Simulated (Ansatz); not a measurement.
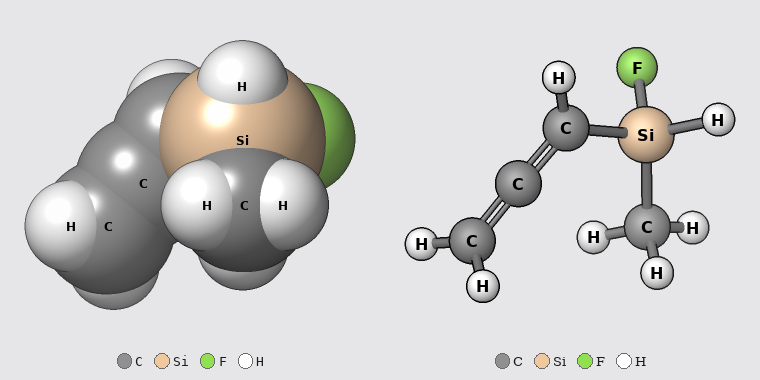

Both panels show the same species.

The computed structure is the end point of a PBE0-D4/def2-TZVP optimisation. No frequency run is at hand to confirm it as a minimum.

Identify the structure.

Formula C4H7FSi. Its SMILES string is `C=C=C[Si@@H](C)F`. It has no ring. Among its groups: Si–H bond. The point group is C1. Coordination: 2 C trigonal planar; 1 C linear; 1 Si tetrahedral; 1 C tetrahedral.

More results for the same structure follow; atom numbers are the same in all pictures, views and colours differ.

Levels of theory compared

No frequency run is at hand to confirm it as a minimum. Program: Ansatz 0.2.0.

Tabulate HOMO–LUMO gap (eV) at these levels: B3LYP-D4/def2-TZVPP; PBE-D4/def2-TZVPP; PBE0-D4/def2-TZVPP; r2SCAN-D4/def2-TZVPP; ωB97M-V/def2-TZVPP; ωB97X-V/def2-TZVPP.

```csv
level,HOMO–LUMO gap (eV)
B3LYP-D4/def2-TZVPP,6.71
PBE-D4/def2-TZVPP,5.01
PBE0-D4/def2-TZVPP,7.14
r2SCAN-D4/def2-TZVPP,5.46
ωB97M-V/def2-TZVPP,11.37
ωB97X-V/def2-TZVPP,11.64
```

Charges

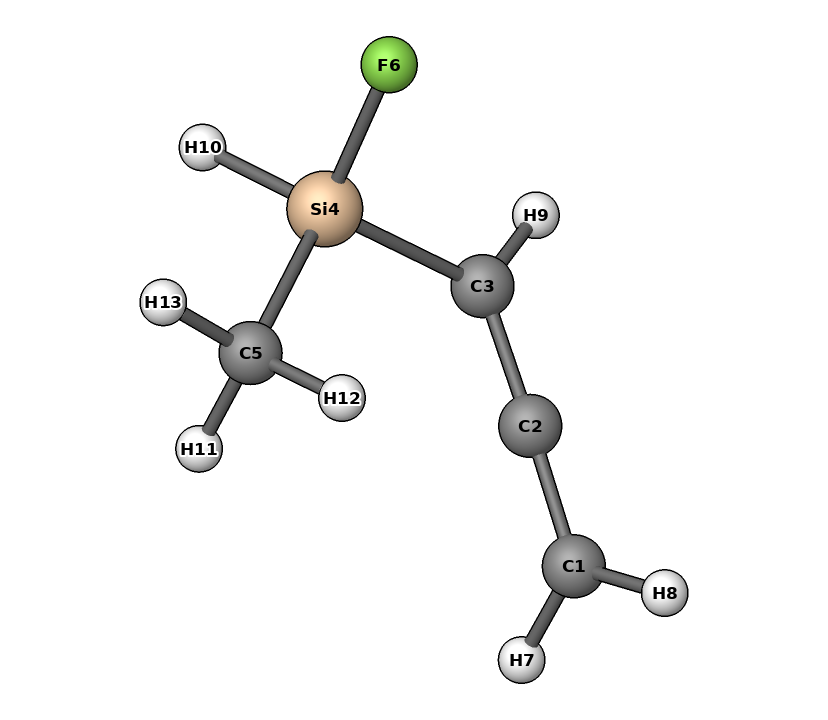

The questions are on Mulliken charges. No frequency run is at hand to confirm it as a minimum. Method: RKS r2SCAN-D4/def2-TZVPP (Ansatz 0.2.0).

List the Mulliken charges.

```json
{"atom": "C1", "value (e)": "−0.24"}
{"atom": "C2", "value (e)": "0.08"}
{"atom": "C3", "value (e)": "−0.30"}
{"atom": "Si4", "value (e)": "0.68"}
{"atom": "C5", "value (e)": "−0.32"}
{"atom": "F6", "value (e)": "−0.34"}
{"atom": "H7", "value (e)": "0.11"}
{"atom": "H8", "value (e)": "0.11"}
{"atom": "H9", "value (e)": "0.09"}
{"atom": "H10", "value (e)": "−0.12"}
{"atom": "H11", "value (e)": "0.08"}
{"atom": "H12", "value (e)": "0.08"}
{"atom": "H13", "value (e)": "0.08"}
```

Dipole moment

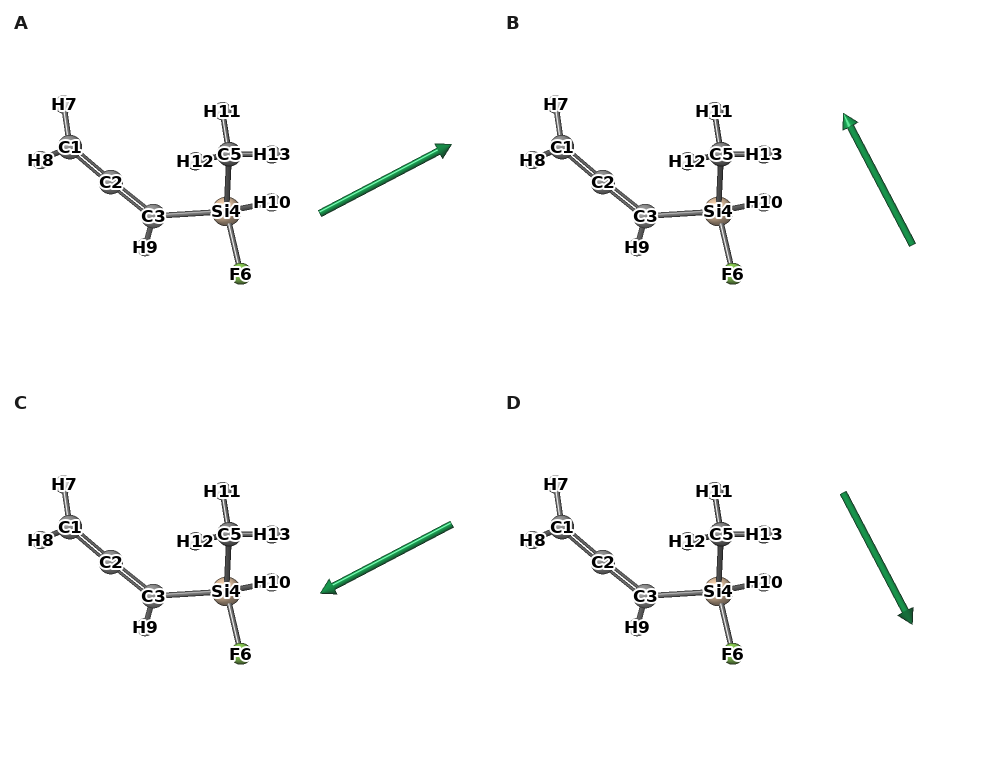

The same molecule four times, each with an arrow. No frequency run is at hand to confirm it as a minimum. Properties computed with RKS ωB97M-V/def2-TZVPP (Ansatz 0.2.0).

Which arrow points along the dipole moment, from the negative to the positive end?

B. The dipole moment is 1.91 D; it points from the side of F6 to the side of H7 (the outermost atoms at the two ends).

Mulliken values depend strongly on the basis set and can even reverse the polarity of a bond.
